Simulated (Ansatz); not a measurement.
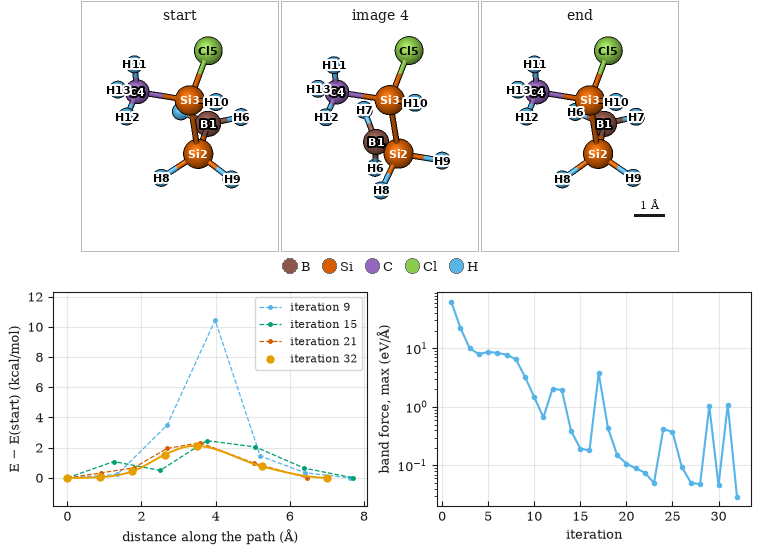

A nudged-elastic-band calculation for CH8BClSi2. Images are numbered from 0 (start) to 6 (end). The plot follows the band through its iterations. A ball-and-stick model, seen from a free direction.

Computed with RKS BHLYP-D4/def2-SVP in Ansatz. Settings: 5 movable images; climbing image; force threshold 0.05 eV/Å; iteration limit 60; spring constant 50.0 eV/Å²; starting path through a guess of the saddle point.

Q: Judge this run.

A: The run is converged, with reservations. The band converged in 32 iterations. The largest component of the band force went from 63 to 0.029 eV/Å. The climbing image converged on the top of the path. Its curvatures weren't checked. The spring constant is far from the usual few eV/Å², which spoils the spacing or the steps. The first iteration put the highest image at 287.98 kcal/mol. The two ends have the same energy, and the highest point, image 4, lies 2.12 kcal/mol above the start.
